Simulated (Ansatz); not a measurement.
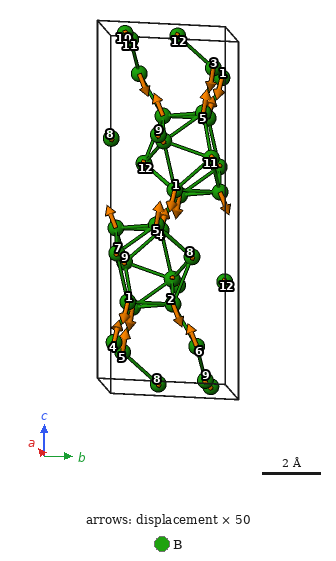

A relaxation of a crystal of B (set up in R-3m). The starting structure is drawn; orange arrows show the displacements (the part carried along by the change of the cell is left out), magnified 50 times.

The picture is a ball-and-stick view of the conventional cell (3 times the calculation's cell), seen from a free direction. Lengths and directions refer to the drawn axes.

Phase: alpha-rhombohedral (B12).

Theory: DFT, m-r2SCAN, plane waves (500 eV) with PAW, scalar-relativistic in Ansatz.

The input:
```yaml
crystal:
  lattice:
    - [2.4540015844, 1.4168184754, 4.189]
    - [-2.4540015844, 1.4168184754, 4.189]
    - [0.0, -2.8336369507, 4.189]
  atoms:
    - { symbol: B, position: [0.0104, 0.6573, 0.0104] }
    - { symbol: B, position: [0.0104, 0.0104, 0.6573] }
    - { symbol: B, position: [0.6573, 0.0104, 0.0104] }
    - { symbol: B, position: [0.9896, 0.3427, 0.9896] }
    - { symbol: B, position: [0.3427, 0.9896, 0.9896] }
    - { symbol: B, position: [0.9896, 0.9896, 0.3427] }
    - { symbol: B, position: [0.2206, 0.6323, 0.2206] }
    - { symbol: B, position: [0.2206, 0.2206, 0.6323] }
    - { symbol: B, position: [0.6323, 0.2206, 0.2206] }
    - { symbol: B, position: [0.7794, 0.3677, 0.7794] }
    - { symbol: B, position: [0.3677, 0.7794, 0.7794] }
    - { symbol: B, position: [0.7794, 0.7794, 0.3677] }
hamiltonian:
  xc: mr2scan
  pseudopotentials:
    kind: paw
    azcp:
      B: "pseudopotentials/B.paw.azcp"
basis:
  ecutwfc: 500
  fft_grid_basis: typed
kpoints:
  mp_grid: { grid: [4, 4, 4], shift: [0, 0, 0] }
magnetization:
  spin_polarized: false
scf:
  occupations: { method: fermi_dirac, width: 0.05 }
relax:
  max_steps: 60
  f_tol: 0.01
  cell: {}
```

Question: What did the optimiser do to the structure, and how much energy did it gain?

Answer: The largest moves relative to the cell, 0.018 Å, are those of B1, B2, B3, B4, B5 and B6. B2 goes along [1 2 −2]. The volume changes by −0.8 %, with a = b 4.908 → 4.899 Å (−0.2 %), c 12.567 → 12.513 Å (−0.4 %). Near-neighbour distances that change, for instance: B1–B4 1.709 → 1.667 Å, B1–B2 1.733 → 1.741 Å, B1–B11 1.787 → 1.796 Å, B7–B11 1.777 → 1.772 Å. The space group stays R-3m (No. 166). Over 4 accepted moves (5 points after the start) the energy falls by 4.3 meV per atom. Largest force component: 0.73 eV/Å at the start, 0.00089 eV/Å at the end. The pressure goes from −1.42 to 0.00 GPa. At 1 point the geometry stayed and the basis and grid were re-selected for the new cell (energy shift of less than 0.05 meV per atom at most each time).
